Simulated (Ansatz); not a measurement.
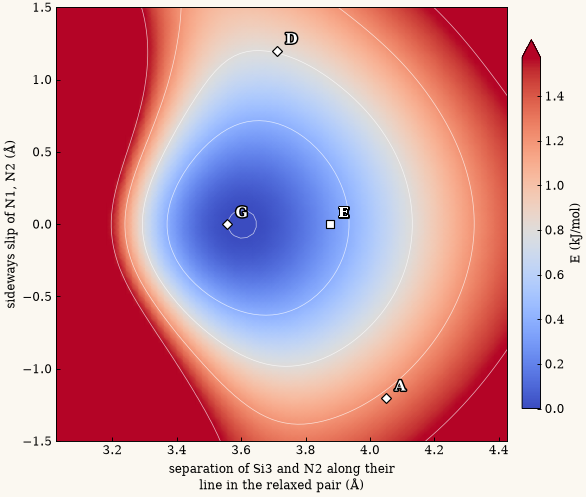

The pair N₂···H₄Si. First axis: separation of Si3 and N2 along their line in the relaxed pair. Second axis: sideways slip of N1, N2. Nothing is relaxed (both partners rigid). Grid: 11 × 11 points. Points are written as (first, second). Energies are in kJ/mol, from the lowest grid point. Level of theory: RKS PBE0-D4/def2-TZVPD in Ansatz 0.2.0.

Drawn: a smooth colour map with a few white contour lines, one colour for all values above the top of the scale, lettered points. Between grid points the surface is interpolated.

Is G the lowest point of the computed grid?

Answer. Yes. G, at (3.557 Å, 0.0 Å), has the lowest energy of the grid.

What kind of point is each of A, D, E, G: minimum, saddle, maximum or slope?

Answer. A: on a slope; D: on a slope; E: on a slope; G: minimum. (In these two coordinates alone; a stationary point may lie a little off the grid point.)

Rank the lettered points by energy, lowest first.

Answer. G (0.00 kJ/mol), E (0.29 kJ/mol), D (0.81 kJ/mol), A (1.24 kJ/mol).
